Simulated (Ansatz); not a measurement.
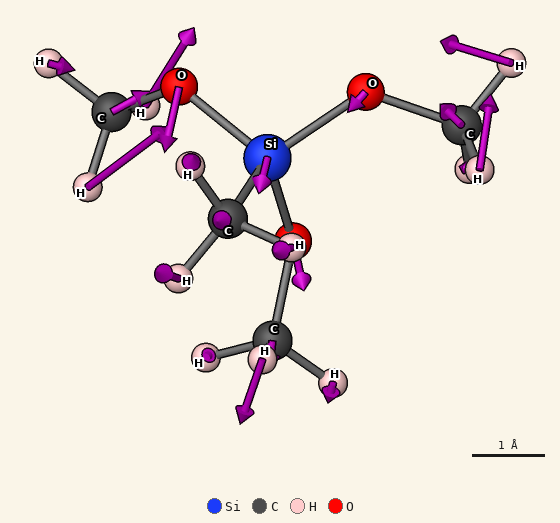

A relaxation of C₄H₁₂O₃Si. The starting structure is drawn; purple arrows show the displacements, at their true length. The two geometries are superimposed by the best rigid fit.

The picture is a ball-and-stick view, seen at a tilt.

The run prepares the start of a later molecular dynamics calculation, from a guessed geometry.

These are results of RHF/6-31G in Ansatz, not measurements. Set-up: no spin polarisation; force threshold 0.02 eV/Å; at most 40 steps.

### Describe the change and its energy.

The largest move after the best rigid fit is that of an H atom, 1.82 Å. Largest moves by element: H 1.82 Å, O 1.03 Å, Si 0.63 Å, C 0.63 Å. Near-neighbour distances that change, for instance: C–H 1.110 → 1.083 Å, O–Si 1.680 → 1.672 Å. Among the angles between lasting bonds that change: Si–O–C 125.0° → 137.5°, Si–O–C 125.0° → 136.0°, O–Si–O 109.5° → 105.4°. Groups turn about O–Si by about 110°, O–Si by about 75°, C–O by about 55°. Over 26 accepted moves (30 points after the start) the energy falls by 72.4 kJ/mol. The largest force component goes from 1.1 to 0.014 eV/Å. The line search rejected the trial steps at points 10, 16, 17, 19 of the run. The forces were under the threshold at step 18, but the run went on from there.

Limits of the set-up: the basis has no polarisation functions, which atoms past neon need; Hartree-Fock leaves out electron correlation.
